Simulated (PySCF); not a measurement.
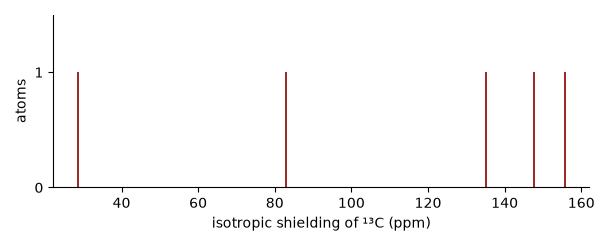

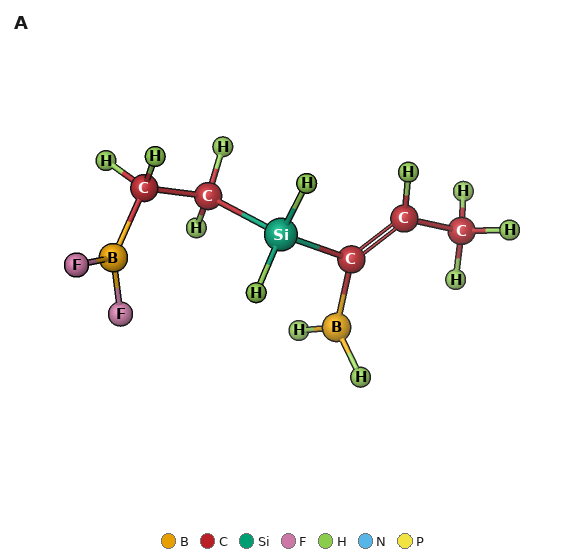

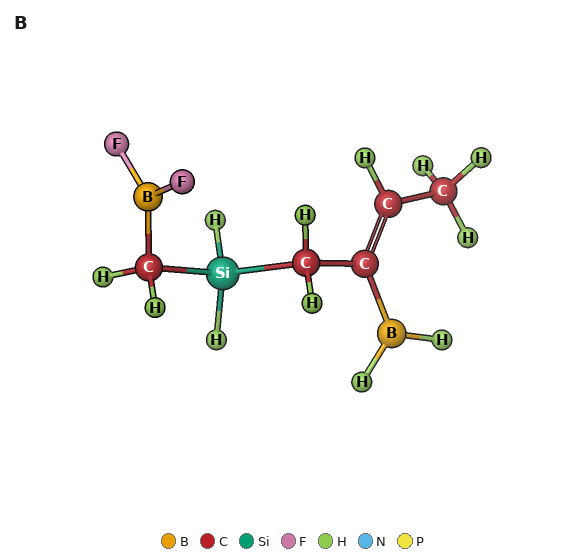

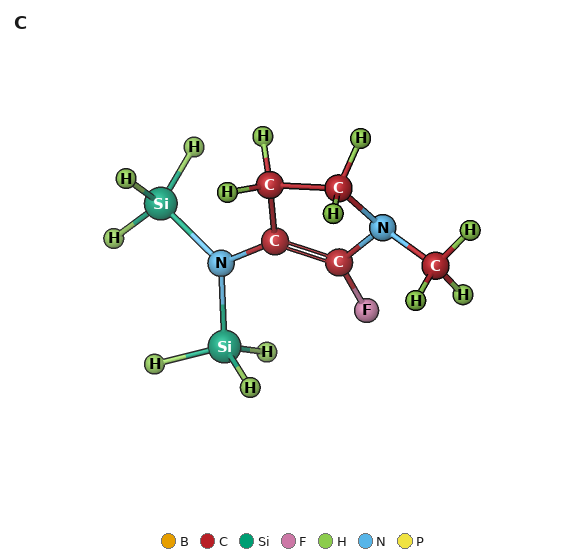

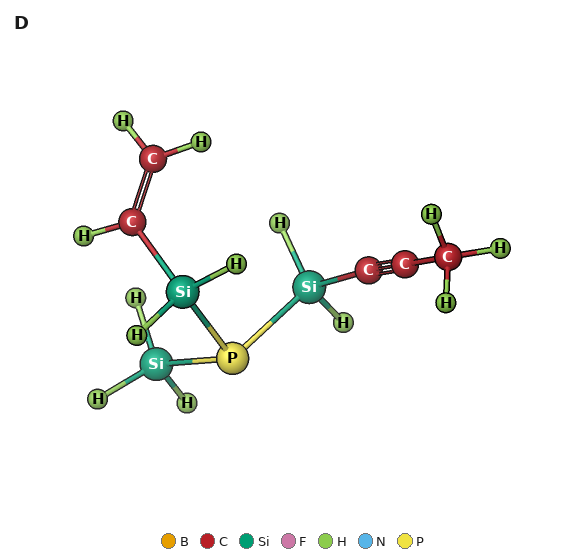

The sticks are computed shieldings of one of the molecules, for one fixed geometry (GFN2-xTB) without averaging over rotations. Low shielding means a high chemical shift. Method: GIAO PBE0/pcSseg-1 NMR shielding, non-relativistic, gas phase (PySCF 2.14.0).

Which molecule gives this pattern?

C, `CN1CCC(N([SiH3])[SiH3])=C1F`. Its 5 C atoms give lines at 28.5, 82.9, 135.2, 147.7, 155.7 ppm.

The geometry is semi-empirical. Around B, P, Si such bond lengths and angles can be off by a tenth of an ångström or more and by several degrees, and values that hang on the shape move with them.
